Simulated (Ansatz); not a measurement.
C$_{2}$H$_{10}$BNSi

Input file:

```
crystal:
  periodic: [false, false, false]
  atoms:
    - { symbol: C, position_ang: [-1.7017, -1.0664, -0.5181] }
    - { symbol: C, position_ang: [-0.2724, -1.3155, -0.7402] }
    - { symbol: B, position_ang: [0.5781, -0.6457, 0.4034] }
    - { symbol: "N", position_ang: [1.7328, 0.4283, 0.1029] }
    - { symbol: Si, position_ang: [1.1011, 1.9423, 0.8292] }
    - { symbol: H, position_ang: [-2.3386, -1.48, -1.3448] }
    - { symbol: H, position_ang: [-2.0692, -1.4333, 0.4458] }
    - { symbol: H, position_ang: [-0.34492, -0.14811, -0.11557] }
    - { symbol: H, position_ang: [0.0479, -0.9032, -1.6878] }
    - { symbol: H, position_ang: [-0.0995, -2.4089, -0.7042] }
    - { symbol: H, position_ang: [0.4293, -0.9887, 1.5577] }
    - { symbol: H, position_ang: [1.6992, 0.5833, -0.9089] }
    - { symbol: H, position_ang: [2.0102, 3.0455, 0.5206] }
    - { symbol: H, position_ang: [0.9811, 1.8037, 2.324] }
    - { symbol: H, position_ang: [-0.2209, 2.2967, 0.3081] }
basis:
  gaussian: { orbitals: "6-31G" }
hamiltonian:
  xc: pbe0
relax:
  f_tol: 0.02
  max_steps: 50
output:
  orbitals: {}
```

Command:

```sh
ansatz run input.yaml --threads 1 --pin off --max-ram 2048MiB --backend cpu --events-out ev --progress --plain --runs-dir out
```

The fields are those of the relaxed geometry.

Level of theory: Ansatz, RKS PBE0/6-31G.

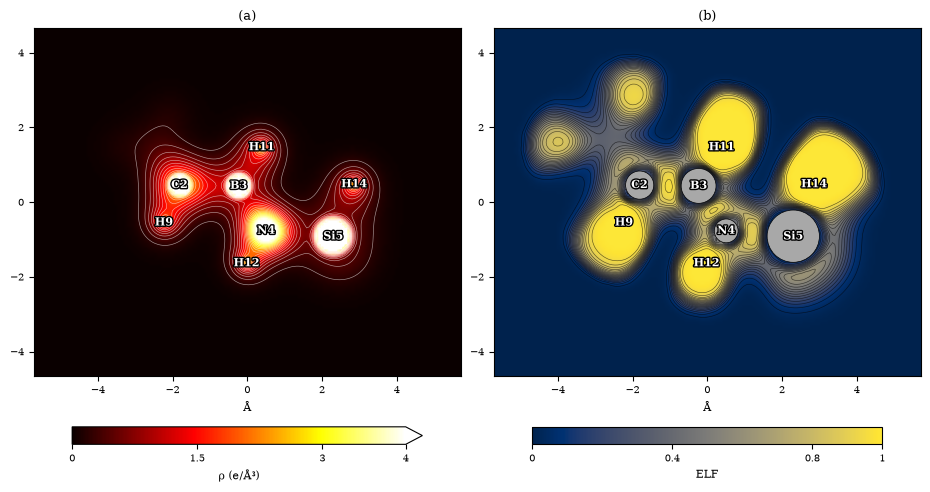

Figure 1. (a) total electron density; (b) electron localisation function on the plane of atoms B3, N4 and H12. Grey discs cover the atomic cores in the ELF map.

Question: Interpret the plot.

Answer: Atoms in the plane: C, B, N, Si and H.
B–N (1.41 Å): ρ at the midpoint is about 1.8 e/Å³; the ELF peaks at about 0.90 between the atoms, as expected for a shared but strongly polarised pair.
C–B (1.58 Å): ρ at the midpoint is about 1.3 e/Å³; the ELF peaks at about 0.95 between the atoms, as expected for localised, covalent bonding.
Si–N (1.80 Å): ρ is about 0.84 e/Å³ halfway; the ELF peaks at about 0.90 between the atoms; a shared but strongly polarised pair.
N–H (1.02 Å): the density is about 2.7 e/Å³ at the midpoint; the ELF climbs to about 1 towards the hydrogen, as it does in any bond to H (an ordinary covalent bond to hydrogen).
C–H (1.10 Å): ρ at the midpoint is about 1.8 e/Å³; the ELF climbs to about 1 towards the hydrogen; a covalent bond by its length.

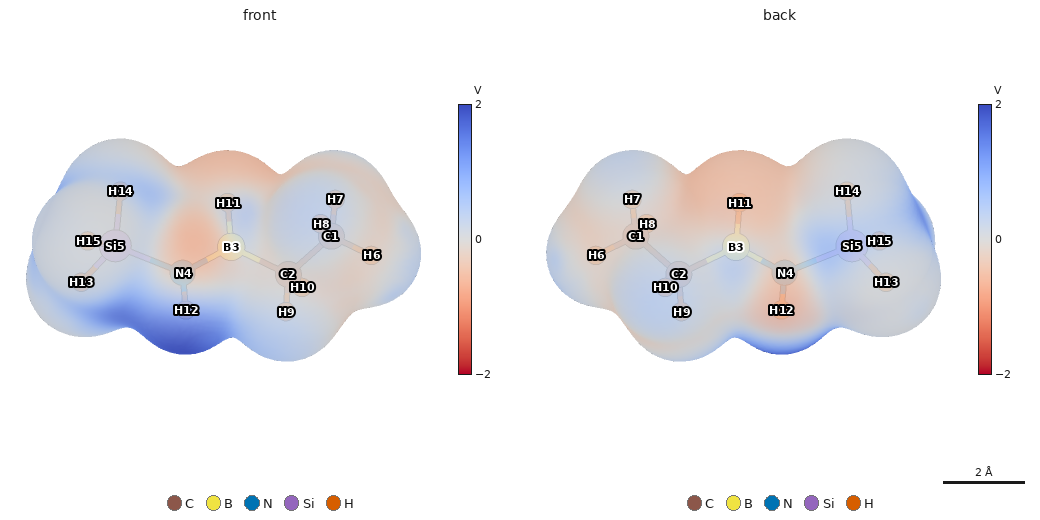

Figure 2. The molecular electrostatic potential painted on the density surface at 0.002 e/bohr³, seen from the front and from behind; the colour scale runs from red (negative) to blue (positive).

Question: Describe the electrostatic potential map.

Answer: The most negative region (about −0.6 V) lies over N4, the most positive (about +1.9 V) over H12.

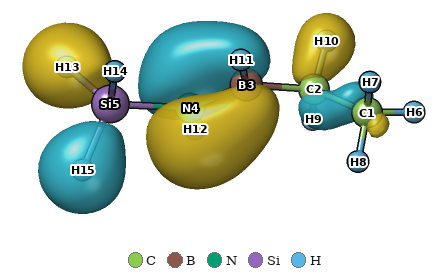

Figure 3. The HOMO at ±0.08 Å⁻³ᐟ² (yellow and cyan are the two phases), seen from one side.

Question: Describe this orbital and give its energy.

Answer: It lies mainly on N4 (about 55 %), B3 (about 15 %), H15 (about 5 %) and H13 (about 5 %). Its energy is −7.88 eV.

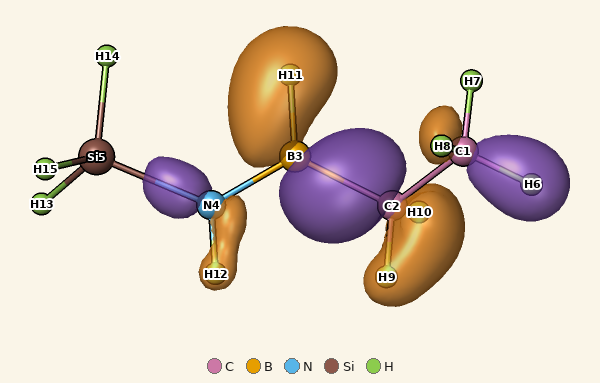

Figure 4. The HOMO−1 at ±0.15 Å⁻³ᐟ² (orange and purple are the two phases), seen across its widest extent.

Question: Where does this orbital lie, and at what energy?

Answer: Its weight (Hirshfeld) is mainly on C2 (about 30 %), B3 (about 25 %), H11 (about 15 %) and C1 (about 10 %). Its energy is −8.04 eV.
